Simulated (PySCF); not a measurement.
# CH4OSi (SMILES CO[SiH]): levels of theory compared

Wanted: a comparison of 6 runs (BHLYP/aug-cc-pVDZ, M06-2X/aug-cc-pVDZ, SVWN5/aug-cc-pVDZ, revPBE/aug-cc-pVDZ, wB97M-V/aug-cc-pVDZ, CCSD(T)/aug-cc-pVDZ) of CH4OSi. Input form: a Python script.

Program for the calculation: PySCF 2.14.0.

**1. The structure to begin with**

CH4OSi has 7 atoms, charge 0, and is taken as a singlet. SMILES: `CO[SiH]`. The C1–H5 distance was set to 1.643 Å, away from the relaxed value. At this shape a bond of the SMILES string is far longer than usual.

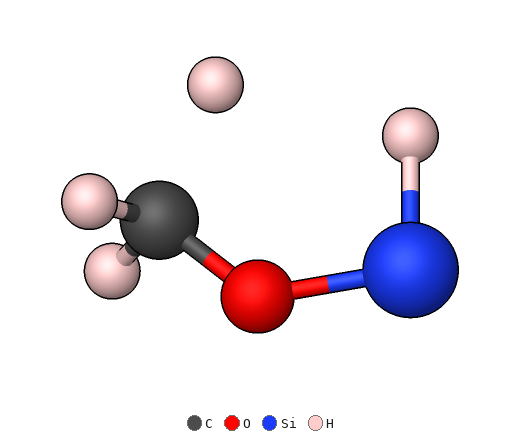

The structure, seen from a chosen angle (carbon dark grey, oxygen red, silicon blue, hydrogen pink).

**2. A single-point energy at BHLYP/aug-cc-pVDZ (run 1)**

Contents of calc.py:

```python
from pyscf import gto, dft

mol = gto.Mole()
mol.atom = '''
C     -1.871821     0.858877    -0.138679
O     -1.741052    -0.902348     1.857060
Si     0.602397    -2.680202     2.825167
H     -3.353366     0.283077    -1.455819
H      0.838660     1.034625    -1.641605
H     -2.357292     2.714588     0.624581
H      2.576783    -1.788819     0.848891
'''
mol.unit = 'bohr'
mol.basis = 'aug-cc-pvdz'
mol.verbose = 3
mol.max_memory = 1860
mol.spin = 0
mol.build()

ks = dft.RKS(mol)
ks.xc = 'bhandhlyp'
ks.grids.level = 5
ks.conv_tol = 1e-10
ks.kernel()
if not ks.converged:
    ks = ks.newton().run(ks.mo_coeff, ks.mo_occ)

energy = ks.e_tot
print(f'total energy: {energy:.8f} hartree')
```

On the command line:

```
$ OMP_NUM_THREADS=1 python calc.py
```

Output:

```text
converged SCF energy = -405.069182424419
total energy: -405.06918242 hartree
```

Wall time 20 s (1 thread of Intel Xeon at 2.70GHz, shared host); peak memory 0.56 GiB.

**3. The energy at M06-2X/aug-cc-pVDZ (run 2)**

Contents of geometry.xyz:

```xyz
7

C     -0.990525     0.454498    -0.073386
O     -0.921325    -0.477502     0.982714
Si     0.318775    -1.418302     1.495014
H     -1.774525     0.149798    -0.770386
H      0.443800     0.547500    -0.868700
H     -1.247425     1.436498     0.330514
H      1.363575    -0.946602     0.449214
```

Contents of input.py:

```python
from pyscf import gto, dft

molecule = gto.M(
    atom='geometry.xyz',
    verbose=3,
    max_memory=1860,
    basis='aug-cc-pvdz',
    spin=0,
)

calc0 = dft.RKS(molecule)
calc0.xc = 'm06-2x'
calc0.grids.level = 5
calc0.conv_tol = 1e-10
calc0.kernel()
if not calc0.converged:
    calc0 = calc0.newton().run(calc0.mo_coeff, calc0.mo_occ)

etot = calc0.e_tot
print('E = %.10f Eh' % etot)
```

On the command line:

```
$ OMP_NUM_THREADS=1 python input.py
```

Output:

```text
converged SCF energy = -405.065174006147
E = -405.0651740061 Eh
```

It took 32 s on 1 thread of Intel Xeon at 2.70GHz, shared host; peak memory 0.62 GiB.

**4. A single-point energy at SVWN5/aug-cc-pVDZ (run 3)**

geometry.xyz: that of step 3 with these lines changed.

```diff
@@ -1,3 +1,3 @@
 7
-
+CH4OSi
 C     -0.990525     0.454498    -0.073386
```

Contents of run.py:

```python
from pyscf import gto, dft

mol = gto.Mole()
mol.atom = 'geometry.xyz'
mol.verbose = 3
mol.max_memory = 1860
mol.basis = 'aug-cc-pvdz'
mol.charge = 0
mol.build()

mf = dft.RKS(mol)
mf.xc = 'svwn'
mf.conv_tol = 1e-10
mf.grids.level = 5
mf.kernel()
if not mf.converged:
    mf = mf.newton().run(mf.mo_coeff, mf.mo_occ)

e_tot = mf.e_tot
print('E(%s) = %.9f' % ('SVWN5', e_tot))
```

On the command line:

```
$ OMP_NUM_THREADS=1 python run.py
```

Output:

```text
converged SCF energy = -403.062249866085
E(SVWN5) = -403.062249866
```

Wall time 12 s (1 thread of Intel Xeon at 2.70GHz, shared host); peak memory 0.39 GiB.

Runs 4 to 5 aren't shown in full; the table further down has their settings and results.

**5. A single-point energy at CCSD(T)/aug-cc-pVDZ (run 6)**

Contents of job.py:

```python
from pyscf import gto, cc

molecule = gto.M(
    atom=[
    ('C', (-0.990525, 0.454498, -0.073386)),
    ('O', (-0.921325, -0.477502, 0.982714)),
    ('Si', (0.318775, -1.418302, 1.495014)),
    ('H', (-1.774525, 0.149798, -0.770386)),
    ('H', (0.443800, 0.547500, -0.868700)),
    ('H', (-1.247425, 1.436498, 0.330514)),
    ('H', (1.363575, -0.946602, 0.449214)),
],
    max_memory=1860,
    basis='aug-cc-pvdz',
    spin=0,
    verbose=4,
)

mf = molecule.RHF()
mf.conv_tol = 1e-10
mf.kernel()
if not mf.converged:
    mf = mf.newton().run(mf.mo_coeff, mf.mo_occ)

mycc = cc.CCSD(mf, frozen=7)
mycc.kernel()
e_t = mycc.ccsd_t()
e_tot = mycc.e_tot + e_t
print('E = %.10f Eh' % e_tot)
```

On the command line:

```
$ OMP_NUM_THREADS=1 python job.py
```

Output:

```text
PySCF version 2.14.0

[... 63 lines left out ...]
converged SCF energy = -403.895174168387
[... 12 lines left out ...]
Init t2, MP2 energy = -404.343514606047  E_corr(MP2) -0.448340437660359
[... 14 lines left out ...]
CCSD converged
[... 2 lines left out ...]
E = -404.4011735592 Eh
```

It took 38 s on 1 thread of Intel Xeon at 2.70GHz, shared host; peak memory 0.8 GiB.

**6. The series**

```tsv
run	level	nlc grid	integration grid	energy (Eh)	dipole moment (D) of the reference	HOMO energy (eV)	LUMO energy (eV)	wall time
1	BHLYP/aug-cc-pVDZ	–	5	-405.069182	1.17	-7.58	-1.25	20 s
2	M06-2X/aug-cc-pVDZ	–	5	-405.065174	1.14	-7.59	-1.29	32 s
3	SVWN5/aug-cc-pVDZ	–	5	-403.062250	1.26	-5.62	-3.15	12 s
4	revPBE/aug-cc-pVDZ	–	5	-405.048904	1.20	-5.56	-2.94	21 s
5	wB97M-V/aug-cc-pVDZ	1	5	-405.071190	1.11	-8.70	-0.32	86 s
6	CCSD(T)/aug-cc-pVDZ	–	–	-404.401174	1.30	-9.03	0.60	38 s
```

**7. Outcome**

| quantity | value |
| --- | --- |
| run 6: total energy | -404.40117 Eh |
| run 6: dipole moment (Hartree–Fock density) | 1.30 D |
| run 6: HOMO energy (Hartree–Fock orbitals) | -9.03 eV |
| run 6: LUMO energy (Hartree–Fock orbitals) | 0.60 eV |
| run 6: HOMO–LUMO gap (Hartree–Fock orbitals) | 9.63 eV |
| run 6: correlation energy (7 core orbitals frozen) | -506.0 mEh |
| run 6: (T) correction | -17.67 mEh |
| run 6: T1 diagnostic | 0.019 |

In words: Over runs 1, 2, 3, 4, 5 the dipole moment (its size) runs from 1.11 D (wB97M-V/aug-cc-pVDZ) to 1.26 D (SVWN5/aug-cc-pVDZ). Over runs 1, 2, 3, 4, 5 the HOMO–LUMO gap runs from 2.47 eV (SVWN5/aug-cc-pVDZ) to 8.39 eV (wB97M-V/aug-cc-pVDZ). Totals of different functionals can't be ranked against each other. All runs together took 3.5 min, the longest 86 s.
